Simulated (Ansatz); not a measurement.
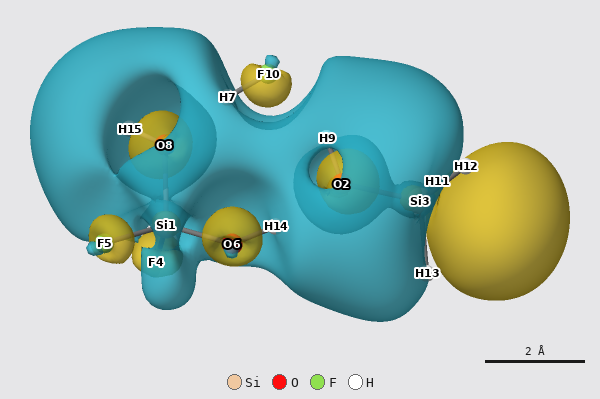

F$_{2}$H$_{2}$O$_{2}$Si···H$_{4}$OSi···HF. The LUMO at ±0.05 Å⁻³ᐟ² (yellow and cyan are the two phases), seen at a tilt.

The product side of a reaction path; geometry: PBE0-D4/def2-TZVP; a saddle point, not a minimum.

Method: Ansatz 0.2.0, RKS PBE0-D4/def2-TZVPP.

```xyz
15

Si   -1.2994    0.6213    1.8732
O     0.3093   -0.5485   -1.1880
Si    0.4335   -0.6151   -2.8380
F    -1.7003    2.1119    1.5380
F    -2.1541    0.2217    3.1319
O    -1.5430   -0.4146    0.7011
H     1.4622   -0.0083    1.4300
O     0.2968    0.6438    2.2959
H     1.1149   -0.5700   -0.6429
F     2.0877   -0.3792    0.8107
H     1.2340    0.5260   -3.3518
H     1.0719   -1.8844   -3.2709
H    -0.9553   -0.5381   -3.3444
H    -0.9385   -0.4739   -0.0744
H     0.5801    1.3075    2.9295
```

Where does this orbital lie, and at what energy?

Answer. Its weight (Hirshfeld) is mainly on Si3 (about 30 %), H15 (about 15 %), Si1 (about 10 %), O2 (about 5 %) and O8 (about 5 %). Its energy is −0.22 eV.
